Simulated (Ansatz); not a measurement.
# H3NO (hydroxylamine) at CCSD(T)/def2-TZVPP

Aim: the electronic atomisation energy of H3NO (hydroxylamine) at CCSD(T)/def2-TZVPP, from 4 runs. 

The results are computed with Ansatz 0.2.0.

54 further runs of the same task are left out: 54 set aside as unsound or not needed.

## Step 1: Starting point

The species is H3NO (5 atoms), meant as a singlet with charge 0. As SMILES, `NO`. Geometry: relaxed at PBE0-D4/def2-TZVP. This is one conformer, not always the lowest.

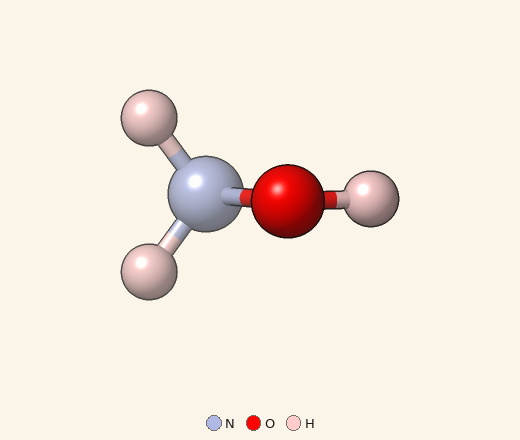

Viewed from a chosen angle; nitrogen light blue, oxygen red, hydrogen pink.

## Step 2: The energy at CCSD(T)/def2-TZVPP

input.yaml reads:

```yaml
crystal:
  periodic: [false, false, false]
  atoms:
    - {symbol: N, position_ang: [-0.165120, -0.361290, -0.321170]}
    - {symbol: O, position_ang: [0.364460, 0.666040, 0.508060]}
    - {symbol: H, position_ang: [-0.162690, -1.190020, 0.266770]}
    - {symbol: H, position_ang: [-1.141650, -0.109840, -0.446210]}
    - {symbol: H, position_ang: [1.105010, 0.995100, -0.007440]}
basis:
  gaussian:
    orbitals: def2-TZVPP
correlation:
  method: ccsd_t
  frozen_orbitals: {H: 0, "N": 1, O: 1}
accuracy: high
scf:
  omitted_lower_state_checks: [cluster_reference, increment]
```

Run with:

```bash
$ ansatz run input.yaml --threads 1 --pin off --max-ram 3480MiB --events-out events.jsonl --progress --plain --runs-dir runs
```

The program printed, shortened:

```text
Warning: RAYON_NUM_THREADS=1 ignored (pool sized by the plan → 1); use --threads N
Functional definition: HF
  name "HF"
[...]
1821 factors; integrals over basis functions are off by at most 3.5e-9 eV
[...]
mean field -3566.02656740 eV, -131.0490592123 hartree, gradient 4.1e-8 eV, S^2 0.000000; 0 other end points of the search recorded, 0 dependent functions left out
2 core orbitals not correlated: weight in the atoms' cores, before any rotation towards them, 1.000 or more for the frozen orbitals, at most 0.000 for the correlated occupied ones
reference -3566.02656740 eV, -131.0490592123 hartree; 7, 7 occupied and 95, 95 virtual orbitals, 1821 factors
second order -12.63979540 eV of doubles, -0.00000000 eV of singles
cycle   1  -12.66577091 eV  change   -2.6e-2 eV  update   6.2e-2
[...]
cycle  21  -13.00176376 eV  change   -1.1e-9 eV  update  6.6e-10
perturbative correction -0.45617208 eV, -0.0167640147 hartree
Total energy: -3579.48450324 eV, -131.5436292323 hartree
Checks for a lower state left out: cluster_reference, increment
```

It took 14 s on 1 thread of Arm Neoverse V2, shared host; peak memory 0.84 GiB.

## Step 3: The H atom: the energy at UHF/def2-TZVPP

run.yaml reads:

```yaml
crystal:
  periodic: [false, false, false]
  atoms:
    - {symbol: H, position_ang: [0.000000, 0.000000, 0.000000]}
basis:
  gaussian: {orbitals: def2-TZVPP}
magnetization: {spin_polarized: true, initial_magnetization: 1}
accuracy: high
hamiltonian: {xc: hf}
```

Run the same way, it converges to -0.49981 Eh (log not shown).

## Step 4: The N atom, same level

input.yaml reads:

```yaml
crystal:
  periodic: [false, false, false]
  atoms:
    - {symbol: "N", position_ang: [0.000000, 0.000000, 0.000000]}
basis:
  gaussian:
    orbitals: def2-TZVPP
magnetization:
  spin_polarized: true
  initial_magnetization: 3
correlation:
  method: ccsd_t
  frozen_orbitals: {"N": 1}
accuracy: high
scf:
  omitted_lower_state_checks: [cluster_reference, increment]
```

Run the same way, it converges to -54.51594 Eh (log not shown).

## Step 5: The O atom, same level

run.yaml reads:

```yaml
crystal:
  periodic: [false, false, false]
  atoms:
    - {symbol: O, position_ang: [0.000000, 0.000000, 0.000000]}
basis:
  gaussian:
    orbitals: def2-TZVPP
magnetization:
  spin_polarized: true
  initial_magnetization: 2
correlation:
  method: ccsd_t
  frozen_orbitals: {O: 1}
accuracy: high
scf:
  omitted_lower_state_checks: [cluster_reference, increment]
```

Run the same way, it converges to -74.97675 Eh (log not shown).

## Step 6: What came out

Level: CCSD(T)/def2-TZVPP, 2 core orbitals frozen.

```
                                             quantity          value
                               molecule: total energy  -131.54363 Eh
molecule: correlation energy (2 core orbitals frozen)     -494.6 mEh
                             molecule: (T) correction     -16.76 mEh
                              molecule: T1 diagnostic          0.009
                                 H atom: total energy    -0.49981 Eh
                                         H atom: ⟨S²⟩          0.750
                                 N atom: total energy   -54.51594 Eh
   N atom: correlation energy (1 core orbital frozen)     -113.2 mEh
                               N atom: (T) correction      -2.26 mEh
            N atom: ⟨S²⟩ of the reference determinant          3.758
                                N atom: T1 diagnostic          0.006
                                 O atom: total energy   -74.97675 Eh
   O atom: correlation energy (1 core orbital frozen)     -161.1 mEh
                               O atom: (T) correction      -2.85 mEh
            O atom: ⟨S²⟩ of the reference determinant          2.008
                                O atom: T1 diagnostic          0.006
                        electronic atomisation energy      15.007 eV
```

**Reading.** Taking the molecule apart into free atoms costs 15.01 eV (1448 kJ/mol), before zero-point energy and without spin-orbit coupling. The triples (molecule) make up 3.4 % of the correlation energy. The triples (N atom) make up 2.0 % of the correlation energy. The triples (O atom) make up 1.8 % of the correlation energy.
